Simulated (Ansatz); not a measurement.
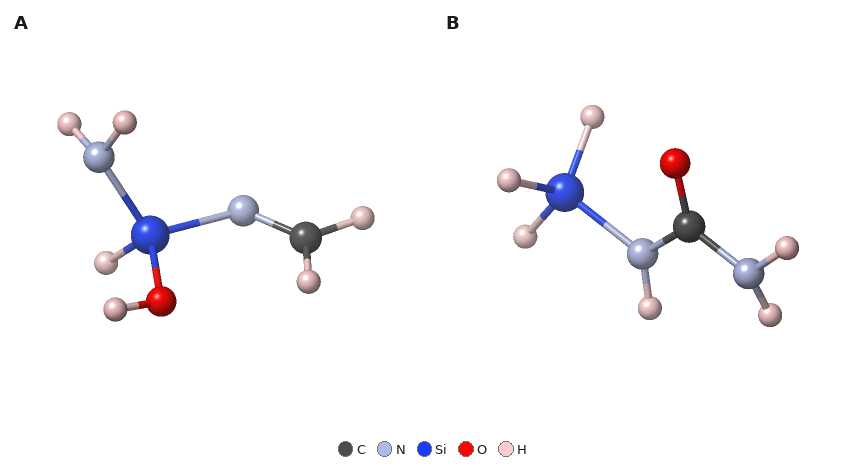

2 stationary structures of one formula. Geometries: PBE-D4/def2-SVP. Electronic energies: PBE-D4/def2-SVP (Ansatz 0.2.0), without zero-point energy. No frequency run is at hand to confirm each as a minimum. Each is one conformer, not always the lowest.

**Which structure is the most stable?**

A is lowest; B lies 4.1 kcal/mol above it. A is `C=N[Si@H](N)O`, B is `NC(=O)N[SiH3]`.
